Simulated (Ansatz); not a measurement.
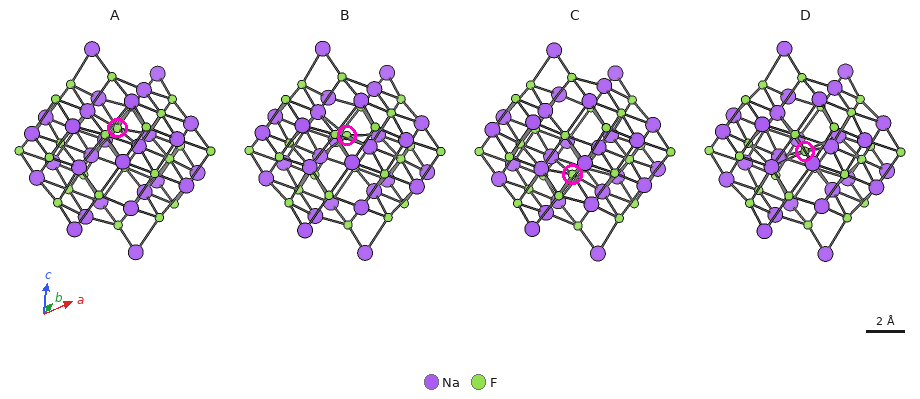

4 geometries from a converged minimum-energy path of a defect cell of composition Na$_{8}$F$_{7}$ (cell charge +1) with an F vacancy (15 atoms in the cell), shuffled. A ball-and-stick model of the atoms within 5.9 Å of the middle of the path, seen slightly off an axis. The moving atom is ringed, with any periodic copies. Bonds to atoms that aren't drawn are left out.

Level of theory: DFT PBE, scalar-relativistic, plane waves, PAW in Ansatz 0.2.0. Run with plane-wave cutoff 420 eV; k-point mesh 4 × 4 × 4; Gaussian smearing 0.05 eV; 7 movable images; climbing image from the first iteration; force threshold 0.05 eV/Å; iteration limit 60.

Question: Which of them lies highest in energy?

Answer: D. In order along the path, whose images run from 0 to 8: A (image 1, +0.10 eV), B (image 2, +0.35 eV), D (image 4, +0.75 eV), C (image 7, +0.10 eV). It is a vacancy jump: a nearby atom moves into the empty site and leaves its own site empty. An F atom travels furthest, 3.32 Å from end to end, along −c, on a straight line. At the highest image its nearest neighbour (Na) is 2.02 Å away, against 2.35 Å at the start, and the surrounding atoms stand up to 0.26 Å off the mean of their end positions.

Limits of the set-up: the periodic images lie only 6.6 Å apart, so the values are limited by the cell's size; the cell is charged, on a uniform background, and energies carry no finite-size correction.

The run took roughly 21 core-minutes on a shared host.
